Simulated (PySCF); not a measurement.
## Electronic structure of C5H7ClOSi2 in real space

Input

```
{"job": {"kind": "nmr", "xc": "PBE0", "basis": "pcSseg-1"}, "charge": 0, "multiplicity": 1}
C     -3.188831     0.313680    -2.297425
C     -2.532307     0.488486    -1.305692
Si    -1.513943     0.785390     0.210066
C      0.311740     0.989519    -0.225173
C      1.079434    -0.001333     0.237265
C      2.546255    -0.080170     0.004234
Cl     3.404955    -0.192441     1.571834
Si     0.113904    -1.301043     1.230599
O     -1.364081    -0.618833     1.057793
H     -3.763682     0.151769    -3.164304
H     -2.090735     1.771444     1.115333
H      0.721082     1.806900    -0.804141
H      2.810947    -0.984865    -0.546144
H      2.939243     0.797974    -0.511684
H      0.419922    -1.318433     2.653052
H      0.098498    -2.599099     0.565428
```

Command:

```sh
OMP_NUM_THREADS=1 python probes_run.py task.json out
```

Geometry: GFN2-xTB.

All numbers below come from PySCF, PBE0/pcSseg-1, SCF density, gas phase, non-relativistic.

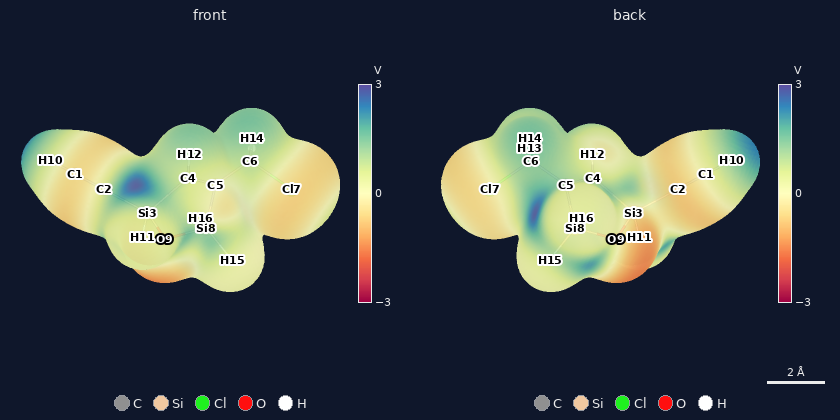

Figure 1. The electrostatic potential painted on the density surface at 0.004 e/bohr³, seen from the front and from behind; the colour scale runs from red (negative) to blue (positive).

Which sites attract a positive test charge, and which a negative one?

Answer. A positive charge is drawn to the negative regions and a negative charge to the positive ones. The most negative region (about −1.5 V) lies over O9, the most positive (about +2.6 V) over Si3 and Si8. Cl7 shows a σ-hole: about +0.6 V at the tip opposite its bond, against about −0.3 V on its flanks. O9 is the likeliest acceptor of a hydrogen bond.

How polar is the molecule by this calculation?

Answer. Its dipole moment is 2.51 D.

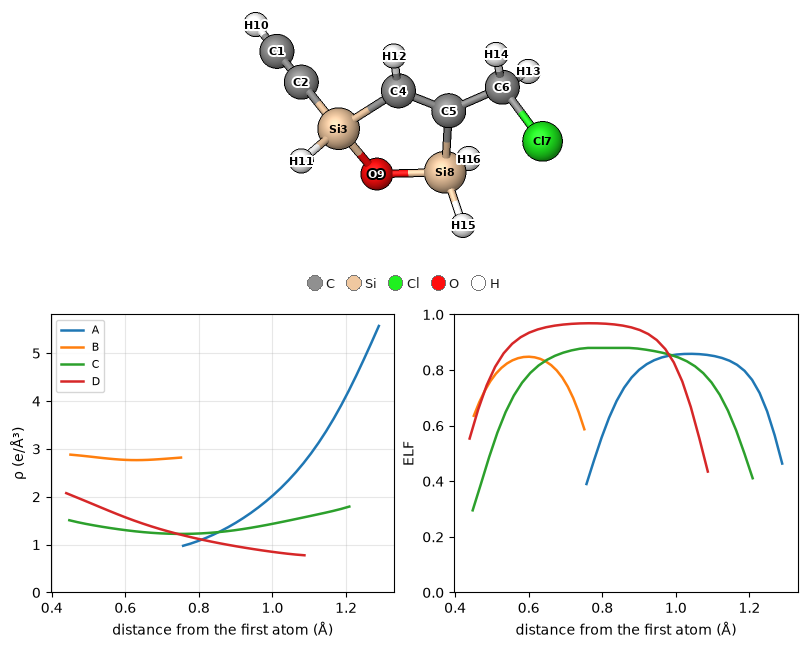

Figure 2. Electron density and ELF along straight lines between neighbouring atoms. The curves leave out the atomic cores. The structure is drawn too.

Which curve belongs to which contact (C–C, C–Cl, C–Si and Si–O)? The first atom named is at distance zero.

Answer. Curve A: Si–O (1.64 Å): ρ at the midpoint is about 1.1 e/Å³; the ELF peaks at about 0.85 between the atoms (a polar covalent bond). Curve B: C–C (1.20 Å): the density is about 2.8 e/Å³ at the midpoint; the ELF peaks at about 0.85 between the atoms (a multiple bond). Curve C: C–Cl (1.79 Å): ρ at the midpoint is about 1.3 e/Å³; the ELF peaks at about 0.90 between the atoms (a shared electron pair). Curve D: C–Si (1.85 Å): the density is about 0.94 e/Å³ at the midpoint; the ELF peaks at about 0.95 between the atoms: a covalent bond.
